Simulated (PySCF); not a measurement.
# BH3 (borane): MP2/cc-pV(T+d)Z

Aim: the vertical singlet–triplet gap of BH3 (borane) at MP2/cc-pV(T+d)Z, from 2 runs. Input form: a Python script.

Program for the calculation: PySCF 2.14.0.

**1. The system as given**

BH3 has 4 atoms, charge 0, and is taken as a singlet. SMILES: `B`. Geometry: relaxed at PBE0-D4/def2-TZVP.

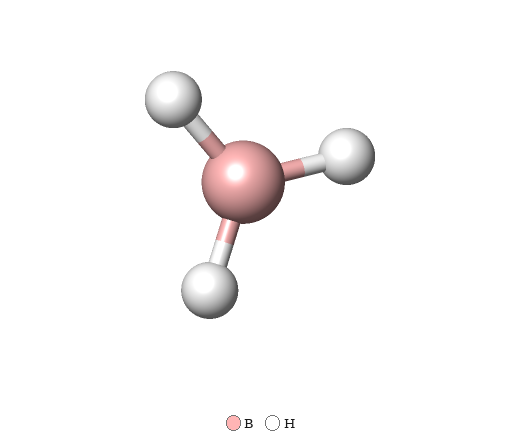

Viewed from a chosen angle; boron pink, hydrogen white.

**2. A single-point energy at MP2/cc-pV(T+d)Z**

File calc.py:

```python
# B
from pyscf import gto, scf, mp

mol = gto.M(
    atom='''
B    0.013900  -0.015100  -0.005100
H    0.982200   0.381700   0.568800
H   -0.276200  -1.171800   0.043000
H   -0.664400   0.744900  -0.626900
''',
    verbose=4,
    max_memory=1860,
    basis='cc-pv(t+d)z',
)

calc0 = scf.RHF(mol)
calc0.conv_tol = 1e-10
calc0.kernel()
if not calc0.converged:
    calc0 = calc0.newton().run(calc0.mo_coeff, calc0.mo_occ)

pt = mp.MP2(calc0, frozen=1).run()
e_final = pt.e_tot
print(f'total energy: {e_final:.8f} hartree')
```

Command:

```
$ OMP_NUM_THREADS=1 python calc.py
```

The log of the run:

```text
PySCF version 2.14.0

[INPUT] num. atoms = 4
[INPUT] num. electrons = 8
[INPUT] charge = 0
[INPUT] spin (= nelec alpha-beta = 2S) = 0
[INPUT] symmetry False subgroup None
[INPUT] Mole.unit = angstrom
[INPUT] Symbol           X                Y                Z      unit          X                Y                Z       unit  Magmom
[INPUT]  1 B      0.013900000000  -0.015100000000  -0.005100000000 AA    0.026267193131  -0.028534864481  -0.009637603235 Bohr   0.0
[INPUT]  2 H      0.982200000000   0.381700000000   0.568800000000 AA    1.856088999548   0.721308461746   1.074876219653 Bohr   0.0
[INPUT]  3 H     -0.276200000000  -1.171800000000   0.043000000000 AA   -0.521942355605  -2.214381072765   0.081258223356 Bohr   0.0
[INPUT]  4 H     -0.664400000000   0.744900000000  -0.626900000000 AA   -1.255534037161   1.407656990189  -1.184669307490 Bohr   0.0

nuclear repulsion = 7.41883823828152
number of shells = 13
number of NR pGTOs = 90
number of NR cGTOs = 72
basis = cc-pv(t+d)z
ecp = {}

******** <class 'pyscf.scf.hf.RHF'> ********
method = RHF
initial guess = minao
damping factor = 0
level_shift factor = 0
DIIS = <class 'pyscf.scf.diis.CDIIS'>
diis_start_cycle = 1
diis_space = 8
diis_damp = 0
SCF conv_tol = 1e-10
SCF conv_tol_grad = None
SCF max_cycles = 50
direct_scf = True
direct_scf_tol = 1e-13
Set gradient conv threshold to 1e-05
Initial guess from minao.
init E= -26.1113405184567
  HOMO = -0.37862872797372  LUMO = -0.0237220341666209  gap/eV = 9.65750
cycle= 1 E= -26.3838496671828  delta_E= -0.273  |g|= 0.185  |ddm|= 3.12
  HOMO = -0.513576293959521  LUMO = 0.040890137601691  gap/eV = 15.08780
cycle= 2 E= -26.3991120177179  delta_E= -0.0153  |g|= 0.0464  |ddm|= 0.512
  HOMO = -0.494087303084588  LUMO = 0.0621913965544927  gap/eV = 15.13711
cycle= 3 E= -26.4000579635709  delta_E= -0.000946  |g|= 0.00923  |ddm|= 0.133
  HOMO = -0.497757235516567  LUMO = 0.0597863713927271  gap/eV = 15.17153
cycle= 4 E= -26.4001051780907  delta_E= -4.72e-05  |g|= 0.000785  |ddm|= 0.0368
  HOMO = -0.497882452734474  LUMO = 0.0596700347851691  gap/eV = 15.17178
cycle= 5 E= -26.4001055815963  delta_E= -4.04e-07  |g|= 0.000118  |ddm|= 0.00376
  HOMO = -0.497882733214177  LUMO = 0.0596779826901148  gap/eV = 15.17200
cycle= 6 E= -26.4001055915495  delta_E= -9.95e-09  |g|= 1.75e-05  |ddm|= 0.000591
  HOMO = -0.497880649165637  LUMO = 0.0596787246616888  gap/eV = 15.17196
cycle= 7 E= -26.4001055917963  delta_E= -2.47e-10  |g|= 1.37e-06  |ddm|= 0.000102
  HOMO = -0.497880593168503  LUMO = 0.0596789646712885  gap/eV = 15.17197
cycle= 8 E= -26.4001055917976  delta_E= -1.29e-12  |g|= 9.86e-08  |ddm|= 1.01e-05
  HOMO = -0.497880578339629  LUMO = 0.0596789571734835  gap/eV = 15.17197
Extra cycle  E= -26.4001055917976  delta_E= 5.68e-14  |g|= 2.31e-08  |ddm|= 5.15e-07
converged SCF energy = -26.4001055917976

******** <class 'pyscf.mp.mp2.RMP2'> ********
nocc = 3, nmo = 71
frozen orbitals 1
E(RMP2) = -26.5134473528746  E_corr = -0.113341761077029
E(SCS-RMP2) = -26.5262874179236  E_corr = -0.126181826125992
E_corr(same-spin) = -0.0113403313458954
E_corr(oppo-spin) = -0.102001429731133
total energy: -26.51344735 hartree
```

It took 1.3 s on 1 thread of Arm Neoverse V1, shared host; peak memory 0.15 GiB.

**3. The triplet at the same level**

File start.xyz:

```xyz
4
BH3
B      0.013900    -0.015100    -0.005100
H      0.982200     0.381700     0.568800
H     -0.276200    -1.171800     0.043000
H     -0.664400     0.744900    -0.626900
```

File run.py:

```python
from pyscf import gto, mp

mol = gto.M(
    atom='start.xyz',
    max_memory=1860,
    charge=0,
    basis='cc-pv(t+d)z',
    spin=2,
    verbose=3,
)

calc0 = mol.UHF()
calc0.conv_tol = 1e-10
calc0.kernel()
if not calc0.converged:
    calc0 = calc0.newton().run(calc0.mo_coeff, calc0.mo_occ)

pt = mp.MP2(calc0, frozen=1).run()
e_final = pt.e_tot
print('E(%s) = %.9f' % ('MP2', e_final))
```

Command:

```
$ OMP_NUM_THREADS=1 python run.py
```

The log of the run:

```text
WARN: HOMO -0.0237220341666209 >= LUMO -0.37862872797372

converged SCF energy = -26.2024631811716  <S^2> = 2.0266481  2S+1 = 3.0177131
E(UMP2) = -26.3107100666407  E_corr = -0.108246885469092
E(SCS-UMP2) = -26.3162472253918  E_corr = -0.113784044220187
E(MP2) = -26.310710067
```

Run time: 1.9 s. Hardware: 1 thread of Arm Neoverse V1, shared host; peak memory 0.15 GiB.

**4. Outcome**

At MP2/cc-pV(T+d)Z, 1 core orbital frozen:

```
                                                           quantity         value
                                              singlet: total energy  -26.51345 Eh
                      singlet: dipole moment (Hartree–Fock density)        0.00 D
                       singlet: HOMO energy (Hartree–Fock orbitals)     -13.55 eV
                       singlet: LUMO energy (Hartree–Fock orbitals)       1.62 eV
                     singlet: HOMO–LUMO gap (Hartree–Fock orbitals)      15.17 eV
                singlet: correlation energy (1 core orbital frozen)    -113.3 mEh
                                              triplet: total energy  -26.31071 Eh
                      triplet: dipole moment (Hartree–Fock density)        1.05 D
triplet: HOMO energy (Hartree–Fock orbitals) (highest over α and β)      -7.87 eV
 triplet: LUMO energy (Hartree–Fock orbitals) (lowest over α and β)      -2.99 eV
                triplet: correlation energy (1 core orbital frozen)    -108.2 mEh
                         triplet: ⟨S²⟩ of the reference determinant         2.027
                   vertical energy of the triplet above the singlet      5.517 eV
```

In words: At this shape the triplet lies 5.52 eV (127 kcal/mol) above the singlet. Mulliken charges (singlet) of the mean-field density run from -0.08 on B1 to +0.03 on H2; they depend strongly on the basis.
